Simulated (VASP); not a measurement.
```xyz
2
Lattice="3.2528 0.0000 0.0000 0.0000 3.2528 0.0000 0.0000 0.0000 3.2528" Properties=species:S:1:pos:R:3 pbc="T T T"
Li     1.6264     1.6264     1.6264
Hg     0.0000     0.0000     0.0000
```

Computed with PBEsol GGA, VASP's PBE PAW potentials (set 64) (plane waves; VASP). Numerical set-up: 520 eV cut-off, 13×13×13 Γ-centred mesh, tetrahedra with Blöchl corrections, potentials Li_sv Hg.

Unless said otherwise, spin-orbit coupling is left out, though it shifts the bands of the heavy elements here.

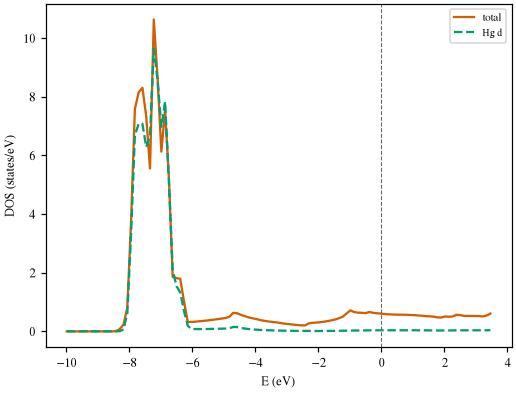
Total and projected density of states, zero at the Fermi level

Within 2 eV below the Fermi level the largest weight inside VASP's projection spheres is Hg p, then Hg s.

It has no gap at this level: it comes out as a metal or semimetal.

The structure comes from a computed database's LiHg entry (Pm-3m); how it stands against other phases isn't given here. It was relaxed first. The electron count is odd and the run is not spin-polarised, which forces a metal.
